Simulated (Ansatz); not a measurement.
# CH4NSi+: one structure at several levels

How do the functionals fare away from a minimum? The structure is a structure displaced at random from a GFN2-xTB minimum.

Computed with Ansatz 0.2.0, Gaussian basis. Level: single points in def2-TZVPP.

Cores are frozen in the correlated methods.

**1. Starting geometry**

SMILES `C=N[SiH2+]`, 7 atoms, charge 1, spin multiplicity 1.

Atoms are counted from 1 here; the program's logs count them from 0.

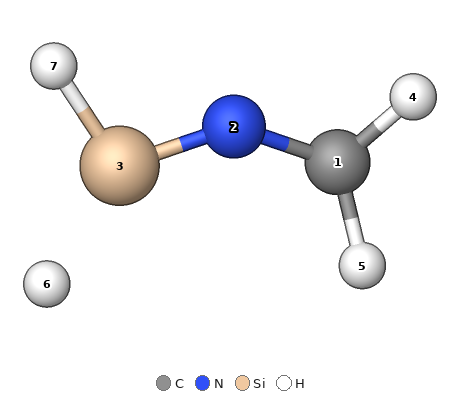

The starting geometry (carbon grey, nitrogen blue, silicon light orange, hydrogen white); atoms are numbered from 1 in the order of the file.

Geometry (Å):

```
C    -1.3556   -0.2598   -0.8062
N    -0.1046   -0.5272    0.0078
Si    1.1212    0.2306    0.5331
H    -2.1222   -1.3271   -0.7811
H    -1.9672    0.9374   -0.7596
H     1.6337    1.8714    0.8859
H     2.1677   -0.8624    0.8638
```

**2. CCSD(T)/def2-TZVPP**

File run/in.yaml:

```yaml
crystal:
  periodic: [false, false, false]
  atoms:
    - {symbol: C, position_ang: [-1.355600, -0.259800, -0.806200]}
    - {symbol: N, position_ang: [-0.104600, -0.527200, 0.007800]}
    - {symbol: Si, position_ang: [1.121200, 0.230600, 0.533100]}
    - {symbol: H, position_ang: [-2.122200, -1.327100, -0.781100]}
    - {symbol: H, position_ang: [-1.967200, 0.937400, -0.759600]}
    - {symbol: H, position_ang: [1.633700, 1.871400, 0.885900]}
    - {symbol: H, position_ang: [2.167700, -0.862400, 0.863800]}
basis:
  gaussian: {orbitals: def2-TZVPP}
total_charge: 1
correlation: {method: ccsd_t}
output: {forces: true}
```

No record of the launch command was kept for these runs.

**3. PBE0-D4/def2-TZVPP**

Changes to run/in.yaml since step 2:

```diff
@@ -13,3 +13,3 @@
 total_charge: 1
-correlation: {method: ccsd_t}
-output: {forces: true}
+hamiltonian: {xc: pbe0, dispersion: d4}
+output: {forces: true, orbitals: {seedname: orbitals}}
```

**4. wB97M-V/def2-TZVPP**

Changes to run/in.yaml since step 3:

```diff
@@ -13,3 +13,3 @@
 total_charge: 1
-hamiltonian: {xc: pbe0, dispersion: d4}
-output: {forces: true, orbitals: {seedname: orbitals}}
+hamiltonian: {xc: {name: wB97M-V}}
+output: {forces: true}
```

**5. r2SCAN-D4/def2-TZVPP**

Changes to run/in.yaml since step 4:

```diff
@@ -13,3 +13,3 @@
 total_charge: 1
-hamiltonian: {xc: {name: wB97M-V}}
+hamiltonian: {xc: r2scan, dispersion: d4}
 output: {forces: true}
```

**6. PBE-D4/def2-TZVPP**

Changes to run/in.yaml since step 5:

```diff
@@ -13,3 +13,3 @@
 total_charge: 1
-hamiltonian: {xc: r2scan, dispersion: d4}
+hamiltonian: {xc: pbe, dispersion: d4}
 output: {forces: true}
```

**7. CAM-B3LYP-D4/def2-TZVPP**

Changes to run/in.yaml since step 6:

```diff
@@ -13,3 +13,3 @@
 total_charge: 1
-hamiltonian: {xc: pbe, dispersion: d4}
+hamiltonian: {xc: {name: CAM-B3LYP}, dispersion: d4}
 output: {forces: true}
```

**8. r2SCAN0-D4/def2-TZVPP**

Changes to run/in.yaml since step 7:

```diff
@@ -13,3 +13,3 @@
 total_charge: 1
-hamiltonian: {xc: {name: CAM-B3LYP}, dispersion: d4}
+hamiltonian: {xc: {name: r2SCAN0}, dispersion: d4}
 output: {forces: true}
```

(Steps that only read results are left out.)

What does the calculation give? Wanted: energy less free atoms, CCSD(T)/def2-TZVPP; RMS force component; RMS force error; HOMO and LUMO, PBE0-D4; T1 diagnostic.

The runs gave:

| quantity | value |
| --- | --- |
| energy less free atoms, CCSD(T)/def2-TZVPP | -12.330 eV |
| RMS force component | 3.826 to 3.965 eV/Å over the methods |
| RMS force error | PBE0-D4 0.233, wB97M-V 0.226, r2SCAN-D4 0.161, PBE-D4 0.181, CAM-B3LYP-D4 0.296, r2SCAN0-D4 0.297 eV/Å |
| HOMO and LUMO, PBE0-D4 | -13.42 and -9.92 eV |
| T1 diagnostic | 0.029 |

In words: Against CCSD(T) the functionals' energies less atoms differ by -1.613 to +0.045 eV, PBE-D4 by -1.613 eV. The reference is not at the basis limit: in triple zeta CCSD(T) underbinds, which counts against methods that bind more; the gaps are no ranking. The forces of r2SCAN-D4 come nearest to CCSD(T), those of r2SCAN0-D4 are farthest. Frozen-core CCSD(T) forces in triple zeta carry basis errors of their own, and this is one geometry, so small gaps rank nothing. The T1 diagnostic is large here, over the usual mark for main-group molecules (transition-metal compounds often pass it harmlessly), so CCSD(T) itself may be off.
